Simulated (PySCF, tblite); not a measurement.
# C₇H₈N radical: geometry, infrared bands and EPR parameters

Aim: predict the infrared bands and EPR parameters of C₇H₈N radical (`C#CC#C[C@H](C)[CH]N`).

Programs: tblite 0.8.0 and PySCF 2.14.0, with density-fitted response routines of our own. Each step states its level of theory. These are calculated values for one molecule in the gas phase, unless marked as measured. Atoms are numbered from 0 throughout.

## Step 1: The molecule as given

16 atoms, charge 0, multiplicity 2; geometry from: force field or distance geometry start.

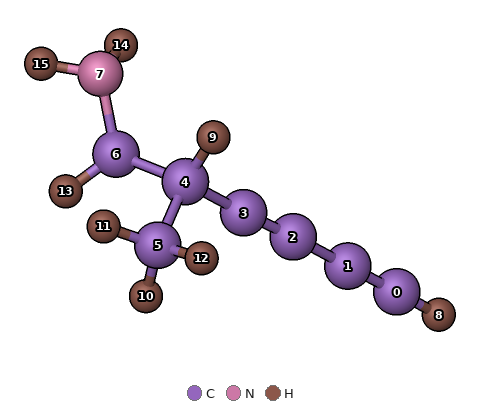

As it starts; carbon purple, nitrogen pink, hydrogen brown, atoms numbered.

## Step 2: Relaxing the molecule with GFN2-xTB

The job: settings as JSON, then the geometry in Å.

```
{"job": {"kind": "relax", "xc": "GFN2-xTB", "basis": "xTB"}, "charge": 0, "multiplicity": 2}
C      4.404900    -1.265000    -0.419100
C      3.235800    -0.978800    -0.170500
C      1.903300    -0.677800     0.133000
C      0.733600    -0.401800     0.349700
C     -0.679400    -0.074800     0.666900
C     -1.585000    -1.147200     0.081700
C     -1.079900     1.227100     0.010600
N     -1.508900     2.229700     0.959200
H      5.411200    -1.517600    -0.642500
H     -0.776200    -0.076300     1.759300
H     -1.235700    -1.325100    -0.971600
H     -2.600400    -0.737100     0.045600
H     -1.529900    -2.074200     0.691200
H     -1.747700     1.106900    -0.853900
H     -0.691800     2.891500     1.075700
H     -2.261400     2.829400     0.540800
```

Run with:

```
$ OMP_NUM_THREADS=1 python probes_run.py task.json out
```

The driver reads the jobs from task.json and runs them one after another.

**Question.** This job is followed by: GFN2-xTB harmonic vibrations, gas phase; UKS B3LYP, pcH-1 on C H N, non-relativistic, mean-field spin-orbit, GIAO. What will the session give for the following? strongest single infrared mode (GFN2-xTB); zero-point energy (GFN2-xTB); g(iso) (B3LYP); ⟨S²⟩; largest a(iso) (averaged by class); surface potential, least and greatest.

**Answer**, as computed:

```
                                 quantity                 value
strongest single infrared mode (GFN2-xTB)  691 cm⁻¹, 406 km/mol
             zero-point energy (GFN2-xTB)         76.8 kcal/mol
                           g(iso) (B3LYP)               2.00262
                                     ⟨S²⟩    0.756 (exact 0.75)
       largest a(iso) (averaged by class)  13C on C6, 109.2 MHz
    surface potential, least and greatest    -1.01 V and 1.83 V
```

**Reading.** Relaxing lowered the energy by 0.733 eV in 145 steps; the close pair that moved most is C6–N7, from 1.445 to 1.383 Å. All 42 modes are real, so the xTB geometry is a minimum. The strongest single mode, at 691 cm⁻¹, is carried by H14, H15, N7. GFN2-xTB is a fitted tight-binding method: band positions and strengths are rough. Its intensities can rank the bands wrongly. Most of the unpaired spin sits on C6 (0.80 e). The isotropic g lies 0.3 ppt above the free-electron value.
